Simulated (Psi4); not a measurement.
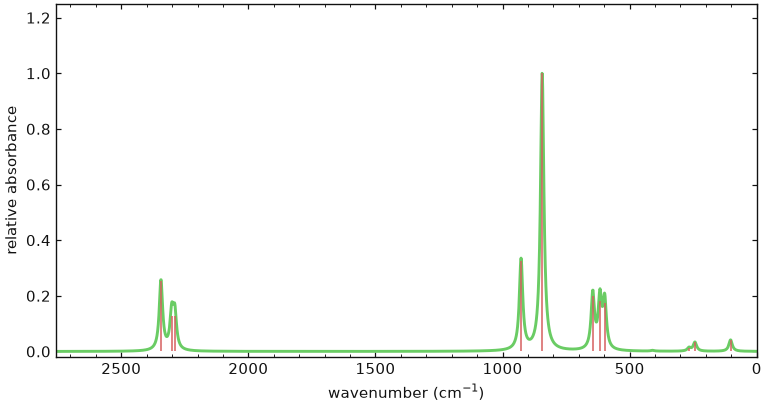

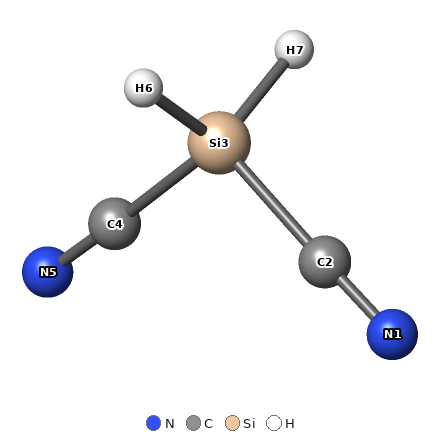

Infrared spectrum of C₂H₂N₂Si, SMILES N#C[SiH2]C#N. Unscaled harmonic wavenumbers and double-harmonic intensities, PBE0/def2-TZVP (dispersion D4) with Psi4 1.11, at a geometry relaxed at this level, isolated molecule. Modes within 2 cm⁻¹ of each other count as one line, with their intensities summed. Lorentzian lines of 16 cm⁻¹ full width. Close modes add up in the curve.

**Which lines are the most intense?**

844.0 cm⁻¹ (248.4 km/mol), 927.2 cm⁻¹ (80.9 km/mol) and 2343.8 cm⁻¹ (62.6 km/mol).

**List the modes.**

| cm⁻¹ | km/mol |
| --- | --- |
| 102.9 | 10.3 |
| 243.1 | 8.0 |
| 263.0 | 0.0 |
| 266.2 | 3.0 |
| 409.6 | 0.7 |
| 598.2 | 43.2 |
| 616.8 | 45.1 |
| 644.9 | 49.9 |
| 729.4 | 0.0 |
| 844.0 | 248.4 |
| 927.2 | 80.9 |
| 2289.3 | 31.4 |
| 2301.3 | 32.0 |
| 2343.8 (×2) | 62.6 |
